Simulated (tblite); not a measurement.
# C23H33BIS: the cost of one run

Programs: tblite 0.8.0 and PySCF 2.14.0, with routines of our own; each step states its level. All values are computed. Atoms count from 0.

## Step 1: The system as given

59 atoms, charge 1, multiplicity 1; geometry from: force field, distance geometry or constructed start.

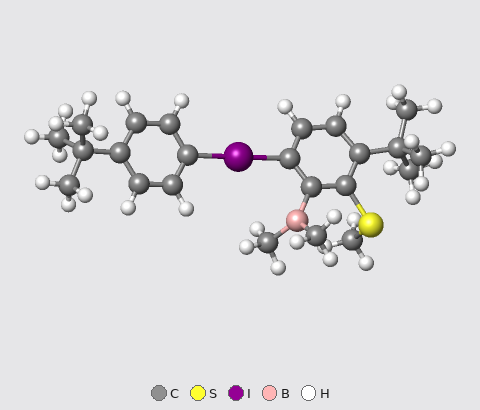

The starting geometry (carbon grey, sulfur yellow, iodine purple, boron pink, hydrogen white).

## Step 2: Optimising the geometry with GFN2-xTB

Job settings and geometry (Å):

```
{"job": {"kind": "relax", "xc": "GFN2-xTB", "basis": "xTB"}, "charge": 1, "multiplicity": 1}
C     -4.876500    -1.699900    -1.404900
S     -4.244400    -0.588000    -2.708600
C     -3.338700     0.476100    -1.541900
C     -3.922300     1.694700    -1.033100
C     -5.206500     2.356700    -1.620700
C     -6.460800     1.482000    -1.386800
C     -5.515700     3.743900    -0.990500
C     -5.015000     2.628100    -3.135900
C     -3.238600     2.313900     0.047600
C     -2.030000     1.841700     0.527400
C     -1.423700     0.732500    -0.046300
I      0.517700     0.242000     0.678000
C      2.437600    -0.241700     1.397300
C      3.075800    -1.404800     0.948900
C      4.356900    -1.716100     1.400000
C      5.043700    -0.869000     2.306100
C      6.464800    -1.174800     2.822700
C      6.433300    -1.288100     4.361000
C      7.039900    -2.501000     2.271900
C      7.425800    -0.038800     2.408800
C      4.384100     0.312100     2.722800
C      3.100500     0.619200     2.268100
C     -2.057700     0.053100    -1.087500
B     -1.320200    -1.190000    -1.763700
C     -1.072000    -2.517200    -0.926300
C     -1.039800    -1.204400    -3.326600
H     -5.608200    -2.399900    -1.856500
H     -4.051900    -2.280100    -0.954900
H     -5.389200    -1.118100    -0.608400
H     -6.488200     1.135200    -0.326000
H     -6.500800     0.608200    -2.057100
H     -7.390900     2.057300    -1.583500
H     -5.766600     3.640300     0.089400
H     -6.393300     4.218700    -1.468400
H     -4.657200     4.441100    -1.113700
H     -4.078300     3.194400    -3.317000
H     -5.865300     3.222100    -3.546900
H     -4.982600     1.704500    -3.743200
H     -3.616200     3.194400     0.539300
H     -1.539400     2.373400     1.334200
H      2.567700    -2.068600     0.264000
H      4.803500    -2.640700     1.032400
H      5.720500    -2.069600     4.676500
H      6.136100    -0.326300     4.831400
H      7.435200    -1.546900     4.761000
H      6.402500    -3.363200     2.562300
H      8.062800    -2.687400     2.671200
H      7.121100    -2.466100     1.163600
H      7.426200     0.079900     1.301200
H      7.130600     0.930000     2.862800
H      8.460900    -0.266800     2.738500
H      4.870300     1.000000     3.402800
H      2.618600     1.527400     2.601400
H     -1.333100    -2.362500     0.137300
H     -1.708900    -3.332200    -1.333400
H     -0.006900    -2.813800    -1.006000
H     -1.160000    -0.191900    -3.754500
H      0.011000    -1.530100    -3.512300
H     -1.733500    -1.906000    -3.823400
```

Run with:

```sh
> OMP_NUM_THREADS=2 python large_run.py task.json out
```

This one command runs all jobs of the session in turn.

Q: Estimate the wall time and peak memory of this first job on 2 threads of Arm Neoverse N1, shared host.

About 21 s, with a peak of 0.19 GiB.
